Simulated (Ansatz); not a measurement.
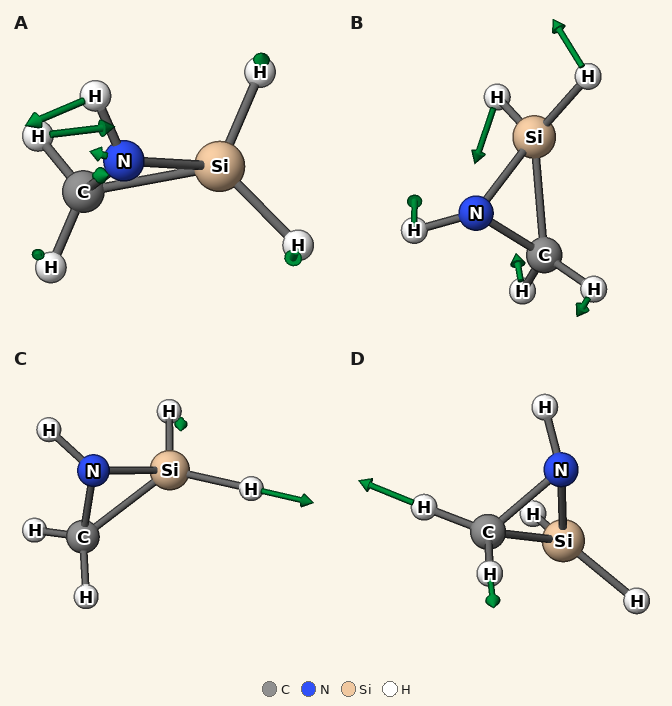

4 normal modes of one molecule or complex, as arrows. Harmonic vibrations computed with RKS PBE0-D4/def2-TZVP (Ansatz 0.2.0) at a stationary point of the same level.

### Match the panels to the wavenumbers 544 cm⁻¹, 780 cm⁻¹, 2269 cm⁻¹, 3094 cm⁻¹.

A: 780 cm⁻¹
B: 544 cm⁻¹, angle bending
C: 2269 cm⁻¹, Si–H stretching
D: 3094 cm⁻¹, in-phase stretching of 2 C–H bonds
